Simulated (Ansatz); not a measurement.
Al₂H₅PS₂ (SMILES [AlH2][Al]([SH])[S]P)

```yaml
atoms:
  - { symbol: Al, position_ang: [-1.4750, 2.0084, 1.2668] }
  - { symbol: Al, position_ang: [-0.6280, -0.2674, 0.4149] }
  - { symbol: S, position_ang: [-1.7472, -1.6000, -0.9351] }
  - { symbol: S, position_ang: [1.3852, -0.9502, 1.0763] }
  - { symbol: P, position_ang: [2.1268, 0.1864, -0.5808] }
  - { symbol: H, position_ang: [-2.7526, 2.1330, 2.2135] }
  - { symbol: H, position_ang: [-0.6863, 3.3466, 0.8979] }
  - { symbol: H, position_ang: [-0.8182, -2.5825, -0.8885] }
  - { symbol: H, position_ang: [1.5236, -0.5184, -1.6742] }
  - { symbol: H, position_ang: [1.1251, 1.2306, -0.6279] }
```

Computed with RKS PBE0/def2-SVP in Ansatz 0.2.0.

### What will maps of the electron density and electron localisation function show?

Al–S (2.20 Å): ρ at the midpoint is about 0.65 e/Å³; the ELF peaks at about 0.90 in the valence shell of S, 1.0 Å from its nucleus, and is about 0.90 at the midpoint.
Al–Al (2.57 Å): ρ at the midpoint is about 0.4 e/Å³; the ELF peaks at about 1 between the atoms: a shared electron pair.
S–H (1.35 Å): the density is about 1.4 e/Å³ at the midpoint; the ELF climbs to about 1 towards the hydrogen, as it does in any bond to H.

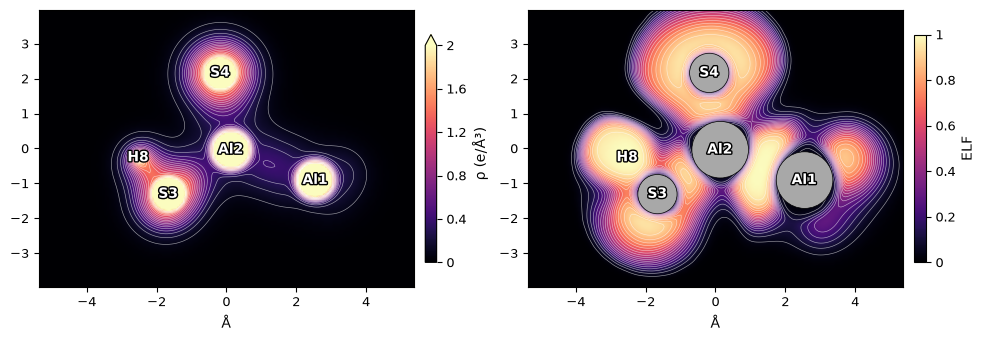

Computed electron density and electron localisation function on the plane of atoms Al2, S3 and H8, in this order. Grey discs cover the atomic cores in the ELF map. 
